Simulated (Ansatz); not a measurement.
## Two runs on MoO2

System: MoO2, multiplicity 5.
Method of the first run: UKS r2SCAN-D4/def2-TZVP (Ansatz 0.2.0).

The geometry: r2SCAN-D4/def2-TZVP start. Text and figures count atoms from 1; the logs count them from 0 in places.

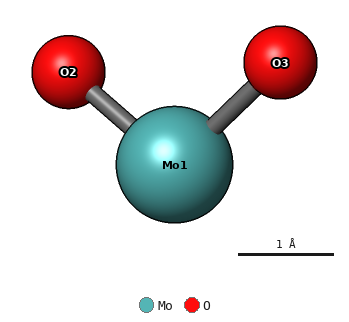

**Figure 1.** The structure as given in the input (ball-and-stick view, seen at a tilt; atoms are numbered from 1 in the order of the input). Sticks mark near contacts. Bond lengths as drawn: Mo–O 1.67 Å.

Input file, the first run:
```yaml
crystal:
  periodic: [false, false, false]
  atoms:
    - {symbol: Mo, position_ang: [0.265408, -0.521781, 0.355159]}
    - {symbol: O, position_ang: [-1.349147, -0.207250, 0.043683]}
    - {symbol: O, position_ang: [1.083739, 0.729041, -0.398842]}
basis:
  gaussian: {orbitals: def2-TZVP}
magnetization: {spin_polarized: true, initial_magnetization: 4}
hamiltonian: {xc: r2scan, dispersion: d4}
scf: {omitted_lower_state_checks: [starts]}
output: {orbitals: {seedname: orbitals}}
relax: {f_tol: 0.02, max_steps: 100}
```

Command:
```bash
ansatz run in.yaml --threads 4 --pin off --events-out ev --progress --plain --max-ram 3916MiB
```

Hardware: 4 threads of Arm Neoverse V1, 23 GiB of memory available, shared host.

Output, shortened to warnings, some set-up lines, iterations and results (the first run):
```
[...]
mean field evaluation 1: about -5940.3881 eV, gradient 4.4e1 eV
mean field evaluation 2: about -5877.6960 eV, gradient 1.3e2 eV
mean field evaluation 4: about -5947.1136 eV, gradient 1.4e1 eV
mean field evaluation 8: about -5947.9374 eV, gradient 4.0e-2 eV
mean field evaluation 16: about -5947.9321 eV, gradient 5.8e-5 eV
relax step   1: F+E_penalty+E_count = -5947.94422970 eV  Δ(F+E_penalty+E_count) = +0.000e0 eV  max|allowed force component| = 5.303e0 eV/Å  Δτ_max = 0.0000 Å  (46 SCF iters, …
mean field evaluation 32: about -5948.6973 eV, gradient 1.4e-3 eV
relax step   2: F+E_penalty+E_count = -5948.70913924 eV  Δ(F+E_penalty+E_count) = -7.649e-1 eV  max|allowed force component| = 9.576e-1 eV/Å  Δτ_max = 0.1610 Å  (51 SCF …
relax step   3: F+E_penalty+E_count = -5948.97009996 eV  Δ(F+E_penalty+E_count) = -2.610e-1 eV  max|allowed force component| = 1.768e0 eV/Å  Δτ_max = 0.1926 Å  (59 SCF iters, …
relax step   4: F+E_penalty+E_count = -5949.19047154 eV  Δ(F+E_penalty+E_count) = -2.204e-1 eV  max|allowed force component| = 7.331e-2 eV/Å  Δτ_max = 0.2000 Å  (54 SCF …
mean field evaluation 64: about -5949.1802 eV, gradient 2.2e-5 eV
relax step   5: F+E_penalty+E_count = -5949.19184982 eV  Δ(F+E_penalty+E_count) = -1.378e-3 eV  max|allowed force component| = 2.422e-2 eV/Å  Δτ_max = 0.0333 Å  (43 SCF …
relax step   6: F+E_penalty+E_count = -5949.19194154 eV  Δ(F+E_penalty+E_count) = -9.172e-5 eV  max|allowed force component| = 2.005e-3 eV/Å  Δτ_max = 0.0064 Å  (43 SCF …
these checks for a lower state are left out or cut short: starts
610 factors; their error is unknown
mean field -5949.18031316 eV, -218.6283440095 hartree, gradient 2.1e-5 eV, S^2 6.018054; 0 other end points of the search recorded, 0 dependent functions left out
the calculation of the forces begins
reference -5949.18033838 eV, -218.6283449363 hartree; 17, 13 occupied and 85, 89 virtual orbitals, 610 factors
Total energy: -5949.19196676 eV, -218.6287722713 hartree
Atom 0 at     0.097297    -0.191280     0.130199 Å, force    -0.000091     0.000178    -0.000121 eV/Å
Atom 1 at    -1.621794    -0.509777     0.221044 Å, force     0.002005     0.000665    -0.000296 eV/Å
Atom 2 at     1.524497     0.701067    -0.351244 Å, force    -0.001914    -0.000843     0.000417 eV/Å
Dipole moment:     0.040042    -0.078721     0.053582 e Å
Checks for a lower state left out: starts
```

The input of the second run differs as follows (lines with − go, lines with + come):
```diff
-magnetization: {spin_polarized: true, initial_magnetization: 4}
+magnetization: {spin_polarized: true, initial_magnetization: 2}
```

How does the second run compare with the first run?

With the same method and basis, the second run lies 51.9 kcal/mol lower. The HOMO goes from −6.00 to −5.60 eV. The LUMO goes from −6.84 to −4.26 eV. The dipole moment goes from 0.50 to 4.20 D.

Output, shortened to warnings, some set-up lines, iterations and results (the second run):
```
[...]
mean field evaluation 1: about -5935.6284 eV, gradient 6.7e1 eV
mean field evaluation 2: about -5613.0625 eV, gradient 2.5e2 eV
mean field evaluation 4: about -5949.9604 eV, gradient 1.8e1 eV
mean field evaluation 8: about -5951.3249 eV, gradient 1.2e-1 eV
mean field evaluation 16: about -5951.3197 eV, gradient 1.5e-3 eV
relax step   1: F+E_penalty+E_count = -5951.33179082 eV  Δ(F+E_penalty+E_count) = +0.000e0 eV  max|allowed force component| = 1.084e0 eV/Å  Δτ_max = 0.0000 Å  (40 SCF iters, …
mean field evaluation 32: about -5951.4253 eV, gradient 8.0e-4 eV
relax step   2: F+E_penalty+E_count = -5951.43734777 eV  Δ(F+E_penalty+E_count) = -1.056e-1 eV  max|allowed force component| = 2.105e-1 eV/Å  Δτ_max = 0.0767 Å  (48 SCF …
relax step   3: F+E_penalty+E_count = -5951.44239410 eV  Δ(F+E_penalty+E_count) = -5.046e-3 eV  max|allowed force component| = 2.927e-2 eV/Å  Δτ_max = 0.0207 Å  (42 SCF …
relax step   4: F+E_penalty+E_count = -5951.44240958 eV  Δ(F+E_penalty+E_count) = -1.548e-5 eV  max|allowed force component| = 9.661e-3 eV/Å  Δτ_max = 0.0008 Å  (35 SCF …
these checks for a lower state are left out or cut short: starts
610 factors; their error is unknown
mean field -5951.43034851 eV, -218.7110312833 hartree, gradient 1.8e-5 eV, S^2 2.017513; 0 other end points of the search recorded, 0 dependent functions left out
the calculation of the forces begins
reference -5951.43037468 eV, -218.7110322450 hartree; 16, 14 occupied and 86, 88 virtual orbitals, 610 factors
Total energy: -5951.44243575 eV, -218.7114754813 hartree
Atom 0 at     0.240574    -0.472958     0.321927 Å, force    -0.004914     0.009661    -0.006576 eV/Å
Atom 1 at    -1.422039    -0.264493     0.075816 Å, force     0.009125    -0.002264     0.002075 eV/Å
Atom 2 at     1.181465     0.737461    -0.397743 Å, force    -0.004211    -0.007396     0.004501 eV/Å
Dipole moment:     0.339334    -0.667120     0.454084 e Å
Checks for a lower state left out: starts
```

The two runs side by side:

```csv
quantity,the first run,the second run
outcome,converged,converged
total energy (hartree),−218.628772,−218.711475
HOMO (eV),−6.00,−5.60
LUMO (eV),−6.84,−4.26
dipole moment (D),0.50,4.20
⟨S²⟩,6.018,2.018
largest force (eV/Å),0.002,0.013
basis functions,102,102
wall time (shared host),17 s,12 s
```
